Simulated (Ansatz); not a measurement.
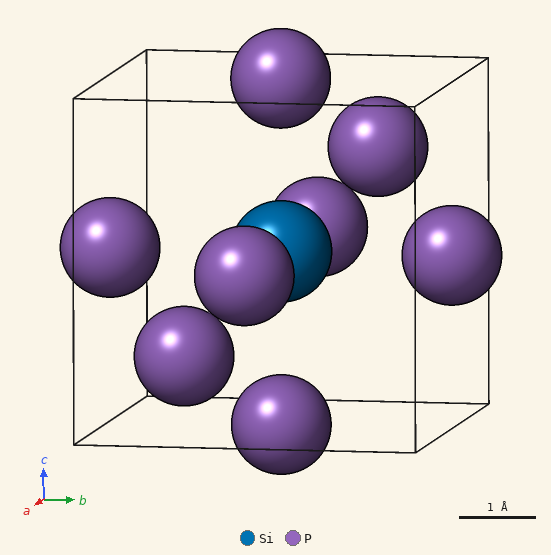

The crystal in a spheres-only representation, seen slightly off an axis. The wireframe shows the simulation cell.

This input was run:
```yaml
crystal:
  lattice:
    - [3.275512849, 1.8911182251, 2.7093872592]
    - [-3.275512849, 1.8911182251, 2.7093872592]
    - [0.0, -3.7822364502, 2.7093872592]
  atoms:
    - { symbol: Si, position: [0.5, 0.5, 0.5] }
    - { symbol: P, position: [0.5, 0.5, 0.0] }
    - { symbol: P, position: [0.0, 0.5, 0.5] }
    - { symbol: P, position: [0.5, 0.0, 0.5] }
    - { symbol: P, position: [0.8621260453, 0.8621260453, 0.8621260453] }
    - { symbol: P, position: [0.1378739547, 0.1378739547, 0.1378739547] }
basis:
  ecutwfc: 420
kpoints:
  mp_grid: { grid: [12, 12, 12] }
  band_path:
    path:
      - [[0.0, 0.0, 0.0], [0.5, 0.5, 0.5], [0.50854237, 0.49145763, 0.5]]
      - [[0.5, -0.49145763, 0.49145763], [0.5, 0.0, 0.0], [0.0, 0.0, 0.0], [0.49572881, -0.49572881, 0.0]]
      - [[0.50427119, 0.0, 0.49572881], [0.5, 0.0, 0.5], [0.0, 0.0, 0.0]]
    npoints: 14
hamiltonian:
  xc: pbe
scf:
  occupations: { method: gaussian, width: 0.1 }
  n_extra_bands: 15
output:
  forces: true
  stress: true
  eigenvalues: true
  populations: true
  dos: { projected: true, de: 0.02, nscf_kmesh: { grid: [15, 15, 15] } }
  bader: true
  write_density: true
  write_potential: true
  elf: true
  volumetric_format: npy
```
Run as:
```sh
ansatz run input.yaml --threads 1 --pin off --max-ram 2560MiB --backend cpu --events-out ev --progress --plain --runs-dir out
```

Computational set-up: Ansatz, DFT PBE, scalar-relativistic, plane waves, PAW, E_cut = 420 eV, a 12×12×12 mesh of k-points, Gaussian smearing of 0.1 eV, no spin polarisation.

List the Bader charges.

Answer. Si +1.67 e; P -0.52 to -0.05 e.

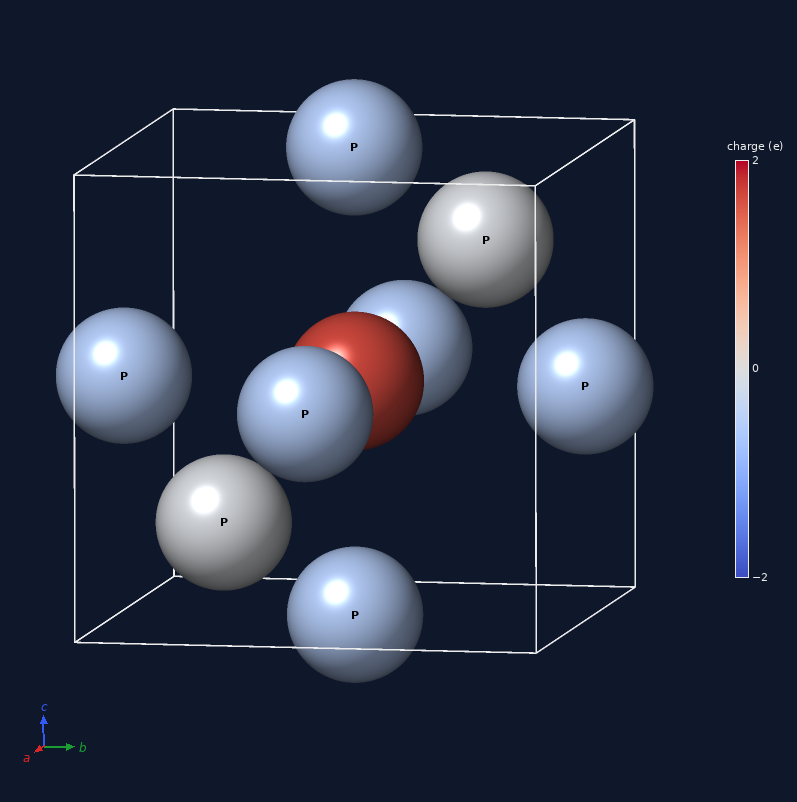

The atoms coloured by those charges.

The model was built from a random cell made by a generator, so it need not be a real form of the compound. Earlier steps of the study, as a rule a relaxation of our own, may have changed the cell and positions, so they can lie some per cent off the listed ones. Ansatz was used for an electronic-structure calculation on it.
